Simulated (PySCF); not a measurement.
**C6H9FSi: density, localisation and related maps**

Input file:

```
{"job": {"kind": "nmr", "xc": "PBE0", "basis": "pcSseg-1"}, "charge": 0, "multiplicity": 1}
C     -2.279605     1.470028     1.466237
C     -1.489064     0.655891     1.086655
C     -0.534059    -0.322848     0.597575
C     -1.268814    -1.492880    -0.066208
C      0.427039     0.336787    -0.379984
C      1.757093    -0.413851    -0.677067
Si     1.976507     1.235929     0.182900
F      2.320075     1.147013     1.758414
H     -2.970069     2.179058     1.813902
H      0.034622    -0.699200     1.456837
H     -0.550461    -2.220300    -0.437964
H     -1.928021    -1.983360     0.646805
H     -1.868120    -1.135438    -0.901274
H     -0.088931     0.685966    -1.269372
H      1.907813    -1.328401    -0.116968
H      1.997032    -0.553752    -1.721614
H      2.549966     2.451389    -0.322714
```

Launched as:

```sh
OMP_NUM_THREADS=1 python probes_run.py task.json out
```

Geometry: GFN2-xTB.

Computed with PBE0/pcSseg-1, SCF density, gas phase, non-relativistic (PySCF 2.14.0).

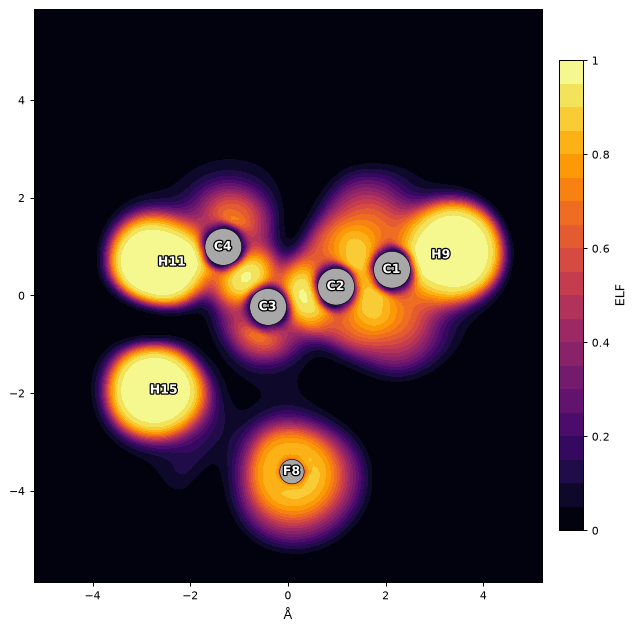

Figure 1. Electron localisation function on the plane of atoms C2, C3 and C4. Grey discs cover the atomic cores.

Question: Describe what can be read from this map.

Answer: Atoms in the plane: C, F and H. C–C (1.20 Å): the ELF peaks at about 0.85 between the atoms: a short, multiple covalent bond. C–H (1.05 Å): the ELF climbs to about 1 towards the hydrogen, as it does in any bond to H: a covalent bond by its length. The ELF also peaks beside F8, away from the bonds: lone-pair regions.

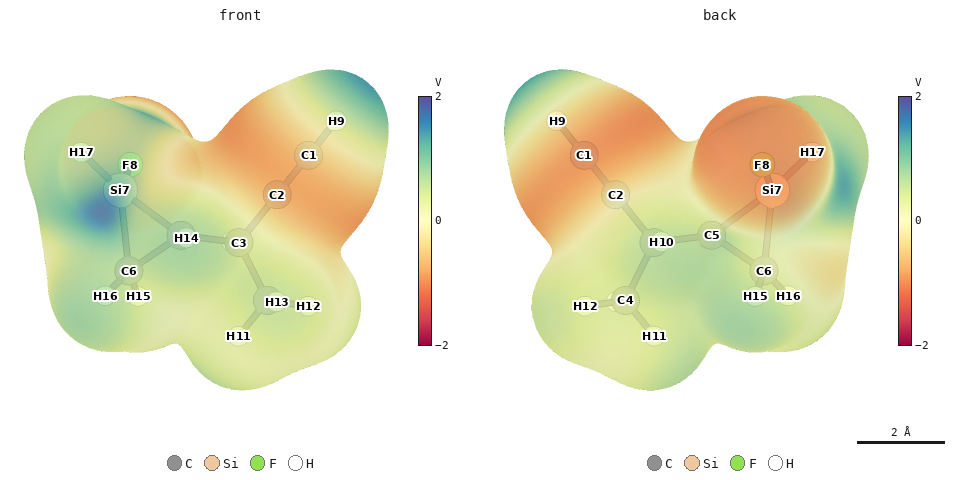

Figure 2. The molecular electrostatic potential painted on the density surface at 0.002 e/bohr³, seen from the front and from behind; red is negative and blue positive.

Question: Describe the electrostatic potential map.

Answer: The most negative region (about −1.1 V) lies over F8, the most positive (about +1.5 V) over Si7.

Question: What dipole moment does the calculation give?

Answer: Its dipole moment is 1.75 D.
